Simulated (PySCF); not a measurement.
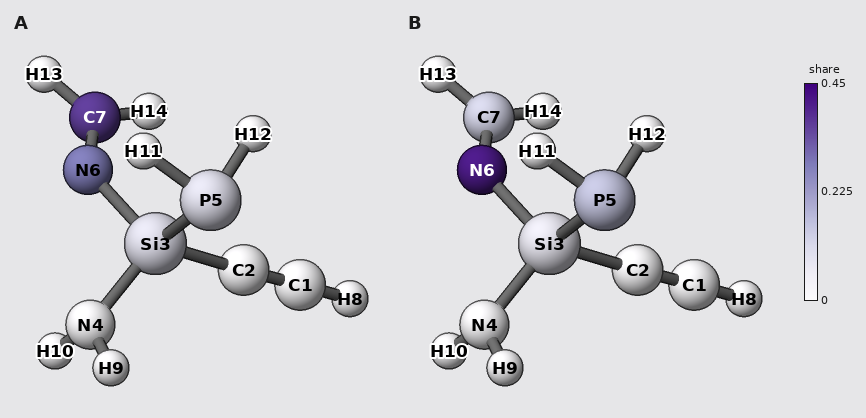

Each panel colours the atoms by their Löwdin share in one orbital (up to four of the largest shares; other atoms are shown as zero). The geometry was computed by an optimisation with GFN2-xTB. No frequency run is at hand to confirm it as a minimum. Method: ωB97X-D/def2-SVPD (PySCF 2.14.0).

Question: The panels show the HOMO, LUMO, in some order. Which is which?

Answer: A: LUMO, 0.71 eV; C7 0.36, N6 0.28, P5 0.09, Si3 0.08
B: HOMO, −8.86 eV; N6 0.41, P5 0.15, C7 0.12, Si3 0.07

The geometry is semi-empirical. Around P, Si such bond lengths and angles can be off by a tenth of an ångström or more and by several degrees, and values that hang on the shape move with them.
